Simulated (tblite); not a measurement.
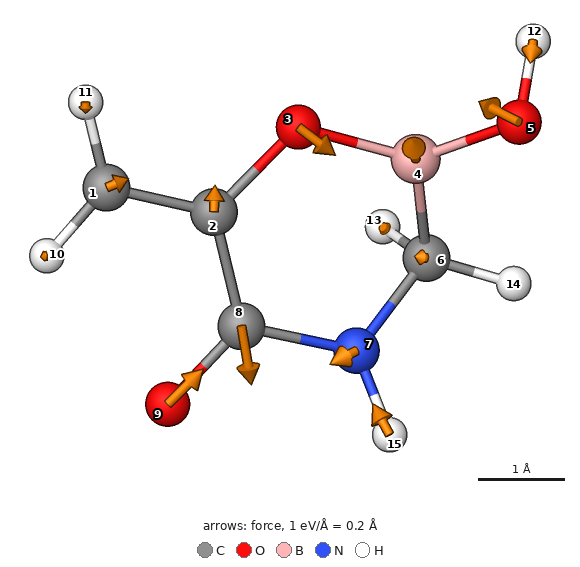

Starting geometry of C4H6BNO3 with the computed forces as orange arrows. A ball-and-stick model, seen at a tilt.

Computed with GFN2-xTB geometry optimisation, gas phase (tblite 0.8.0). 

### What follows when this structure is relaxed?

It isn't relaxed: the largest force vector, on C8, is 3.78 eV/Å. The final displacements have little in common with the starting forces (cosine between the two patterns 0.24). Over 88 geometry steps the energy falls by 1.930 eV. The atom that moves furthest after the best rigid fit is H13 (1.04 Å). By element the largest moves are H 1.04 Å, O 0.89 Å, C 0.35 Å, N 0.34 Å, B 0.06 Å. Some distances before and after: B4–O5 1.482 → 1.342 Å, O3–B4 1.496 → 1.357 Å, N7–C8 1.443 → 1.348 Å, N7–H15 1.066 → 1.012 Å. Among the angles between lasting bonds that change: C6–N7–C8 119.0° → 127.7°, B4–O5–H12 106.9° → 115.0°, H13–C6–H14 112.7° → 106.1°. Groups turn about B4–O5 by about 70°, B4–C6 by about 60°, C6–N7 by about 55°.
